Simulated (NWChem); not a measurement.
**singlet OF− at 4 levels**

Aim: a comparison of 4 runs (HF/aug-cc-pVTZ, PBE0/aug-cc-pVTZ, MP2/aug-cc-pVTZ, CCSD(T)/aug-cc-pVTZ) of singlet OF−. 

The calculation is run with NWChem 7.3.0.

4 further runs of the same task are left out: 4 set aside as unsound or not needed. Runs told in other sessions of the task aren't counted.

## Step 1: Starting point

OF− has 2 atoms, charge -1, and is taken as a singlet. As SMILES of the parent species, `[O]F`. The coordinates come from a PBE0-D4/def2-TZVP relaxation. That shape belongs to the parent species and isn't relaxed for this state.

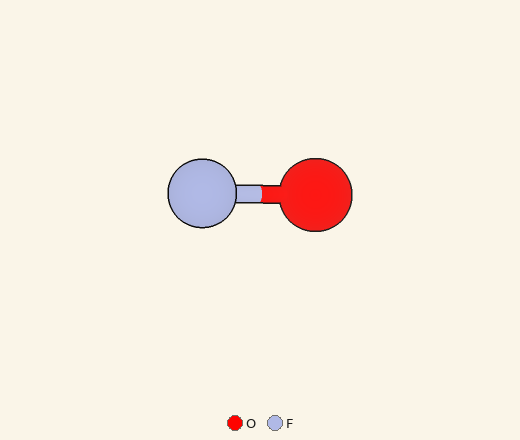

The structure, seen from a chosen angle (oxygen red, fluorine light blue).

## Step 2: The energy at HF/aug-cc-pVTZ (run 1)

fo.nw reads:

```
start fo
title "FO hf"
memory 2200 mb
charge -1

geometry units angstroms noautosym nocenter noautoz
  O        0.000000       0.000000      -0.015950
  F        0.000000       0.000000       1.314400
end

basis spherical bse
  O library aug-cc-pVTZ
  F library aug-cc-pVTZ
end

scf
  thresh 1e-08
  maxiter 80
end

task scf
```

Run with:

```bash
$ nwchem fo.nw > fo.out
```

Standard output:

```text
[...]
  functions       =    92
[...]
  wavefunction    = RHF
[...]
         Total SCF energy =   -174.210232637892
      One-electron energy =   -305.971958268091
      Two-electron energy =    103.122072961368
 Nuclear repulsion energy =     28.639652668830
        Time for solution =      9.0s
[...]
```

Run time: 9.9 s. Hardware: 1 thread of Intel Xeon 6975P-C (Granite Rapids), shared host; peak memory 0.1 GiB.

## Step 3: A single-point energy at PBE0/aug-cc-pVTZ (run 2)

m1.nw reads:

```
start m1
title "FO energy"
memory 2200 mb
charge -1

geometry units angstrom noautosym nocenter noautoz
O        0.000000       0.000000      -0.015950
F        0.000000       0.000000       1.314400
end

basis spherical bse
* library aug-cc-pVTZ
end

dft
xc pbe0
grid fine
convergence energy 1e-08
iterations 100
mulliken
print medium
end

task dft
```

Run with:

```bash
$ nwchem m1.nw > m1.out
```

Standard output:

```text
[...]
          Wavefunction type:  closed shell.
          No. of atoms     :     2
          No. of electrons :    18
[...]
          Charge           :    -1
          Spin multiplicity:     1
[...]
          AO basis - number of functions:    92
[...]
              XC Information
              --------------
                         PBE0 Method XC Functional
                     Hartree-Fock (Exact) Exchange  0.250
          PerdewBurkeErnzerhof Exchange Functional  0.750
            Perdew 1991 LDA Correlation Functional  1.000 local
           PerdewBurkeErnz. Correlation Functional  1.000 non-local
[...]
 d= 0,ls=0.0,diis     1   -174.4574275288 -2.03D+02  2.27D-02  5.08D+00     0.7
[...]
 d= 0,ls=0.0,diis     8   -174.8339079389  3.77D-09  2.20D-06  1.34D-07     4.5
         Total DFT energy =     -174.833907938866
      One electron energy =     -305.653685972588
           Coulomb energy =      121.215339495850
    Exchange-Corr. energy =      -19.035214130958
 Nuclear repulsion energy =       28.639652668830
[...]
      Total Density - Mulliken Population Analysis
     ---------------------------------------------
    Atom       Charge   Shell Charges
 -----------   ------   -------------------------------------------------------
    1 O    8     8.79   1.94  0.26  1.02  0.70  0.11  1.23  1.97  1.20  0.32  0.00  0.03 -0.01  0.00  0.01
    2 F    9     9.21   1.94  0.28  1.05  0.67  0.02  1.56  2.36  1.27  0.02  0.00  0.02  0.02  0.00  0.00
[...]
```

Run time: 5.1 s. Hardware: 1 thread of Intel Xeon 6975P-C (Granite Rapids), shared host; peak memory 0.11 GiB.

Run 3 isn't shown in full; the table further down has it.

## Step 4: A single-point energy at CCSD(T)/aug-cc-pVTZ (run 4)

fo.nw reads:

```
start fo
memory stack 880 mb heap 220 mb global 1100 mb
charge -1

geometry units angstroms noautosym nocenter noautoz
  O     0.000000    0.000000   -0.015950
  F     0.000000    0.000000    1.314400
end

basis spherical bse
  * library aug-cc-pVTZ
end

scf
  thresh 1e-08
  maxiter 80
  print medium
end

ccsd
  freeze core 2
  maxiter 60
end

task ccsd(t) energy
```

Run with:

```bash
$ nwchem fo.nw > fo.out
```

Standard output:

```text
[...]
  functions       =    92
[...]
  wavefunction    = RHF
[...]
         Total SCF energy =   -174.210232637892
      One-electron energy =   -305.971958268091
      Two-electron energy =    103.122072961368
 Nuclear repulsion energy =     28.639652668830
        Time for solution =      9.0s
[...]
 Total MP2 energy:           -174.725892083809867
[...]
             energy      energy      error      ampl     ampl      Block
                                                time     time      time
[...]
 Total CCSD energy:           -174.727173732649732
[...]
 Total CCSD+T(CCSD) energy:           -174.748372066784555
[...]
 Total CCSD(T) energy:                -174.746828825263208
[...]
```

It took 85 s on 1 thread of Intel Xeon 6975P-C (Granite Rapids), shared host; peak memory 0.21 GiB.

## Step 5: Overview of the runs

```tsv
run	level	iteration cap	module	energy (Eh)	HOMO energy (eV)	LUMO energy (eV)	HOMO–LUMO gap (eV)	wall time
1	HF/aug-cc-pVTZ	80	scf	-174.210233	-3.34	7.71	11.05	9.9 s
2	PBE0/aug-cc-pVTZ	100	dft	-174.833908	1.19	6.21	5.01	5.1 s
3	MP2/aug-cc-pVTZ	80	mp2	-174.725892	-3.34	7.71	11.05	11 s
4	CCSD(T)/aug-cc-pVTZ	80	ccsd(t)	-174.746829	-3.34	7.71	11.05	85 s
```

## Step 6: Summary of results

| quantity | value |
| --- | --- |
| run 4: total energy | -174.74683 Eh |
| run 4: HOMO energy (Hartree–Fock orbitals) | -3.34 eV |
| run 4: LUMO energy (Hartree–Fock orbitals) | 7.71 eV |
| run 4: HOMO–LUMO gap (to an unbound level, set by the basis) | 11.05 eV |
| run 4: correlation energy (2 core orbitals frozen) | -536.6 mEh |
| run 4: (T) correction | -19.66 mEh |

Below the HF energy at the same shape and in the same basis (aug-cc-pVTZ): MP2 -515.7 mEh; CCSD(T) -536.6 mEh. In run 2 the HOMO lies above zero, from self-interaction, a short basis or an electron that isn't bound. All runs together took 1.8 min, the longest 85 s.
